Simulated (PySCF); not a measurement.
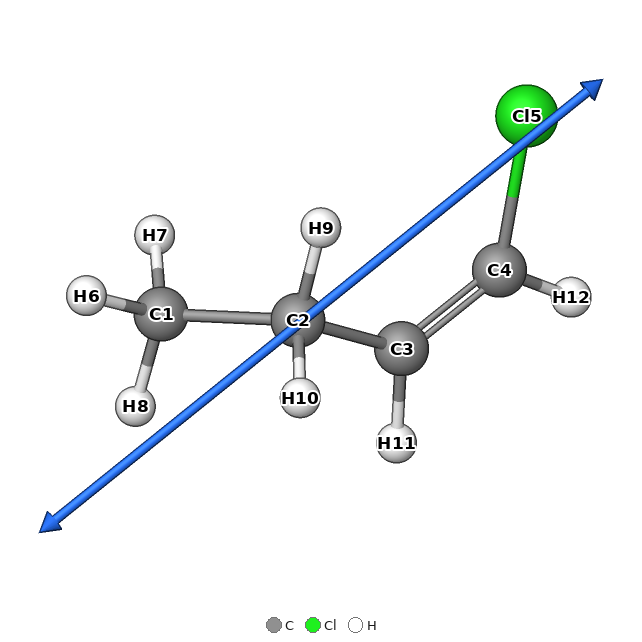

The double arrow shows the direction of the transition dipole to excited singlet state 2 (its length means nothing). The computed structure is the end point of a PBE0-D3(BJ)/def2-SVP optimisation. No frequency run is at hand to confirm it as a minimum. Level of theory: TDDFT PBE0/def2-SVPD, vertical, IEF-PCM dichloromethane (non-equilibrium linear response), core orbitals frozen in the response (PySCF 2.14.0).

> How is the transition polarised?

Nearly parallel to the C3–C4 bond.

> Give its energy, strength and character.

6.64 eV (187 nm), oscillator strength 0.33, mainly HOMO → LUMO (weight 0.63); transition dipole 3.64 D.
